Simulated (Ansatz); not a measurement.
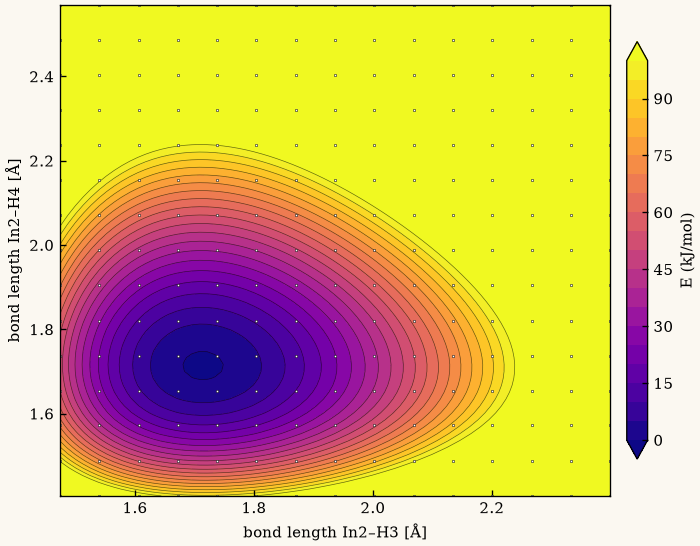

FH2In, SMILES [F][InH2]. The first coordinate is: bond length In2–H3; the second: bond length In2–H4. Nothing is relaxed (all other coordinates rigid). The scan uses a 15 × 15 grid. All energies are given in kJ/mol relative to the lowest grid point. The reference is spin-restricted, which grows unreliable where a bond is stretched far. Computed with Ansatz 0.2.0, RHF/def2-TZVP.

The picture shows filled contours, dots at the grid points, one colour for all values above the top of the scale. Between grid points the surface is interpolated.

> Where is the minimum, and how stiff is the well along each coordinate?

The interpolated minimum is at bond length In2–H3 ≈ 1.714 Å, bond length In2–H4 ≈ 1.714 Å. The curvatures there are about 14 eV/Å² and 14 eV/Å², with a cross term of about 0 eV/Å². Round the minimum the contours are nearly round: the two directions are equally stiff and uncoupled. (1 eV is 96.5 kJ/mol.)
